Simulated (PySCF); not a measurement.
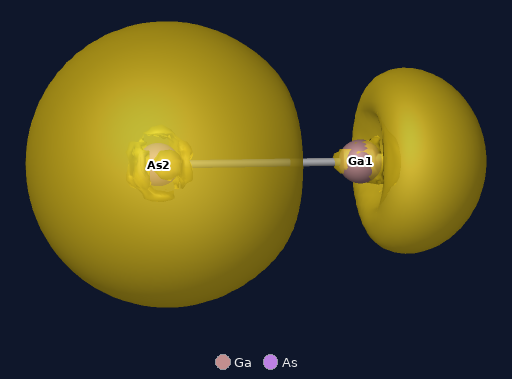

Figure 1: GaAs (charge +1, quartet). Isosurfaces of the spin density (α minus β) at +0.02 (yellow) and −0.02 e/Å³ (cyan), seen from one side.

These are results of PBE0/def2-TZVPPD, non-relativistic Hamiltonian with scalar-relativistic core potentials where named, at a bond length of 2.718 Å in PySCF 2.14.0, not measurements.

```csv
atom,x (Å),y (Å),z (Å)
Ga,0.0000,0.0000,-1.4156
As,0.0000,0.0000,1.3024
```

Describe the spin distribution.

Answer. The unpaired spin (3 electrons) lies mostly on As2 (about 2.5) and Ga1 (about 0.5), in electrons by Hirshfeld's partition.
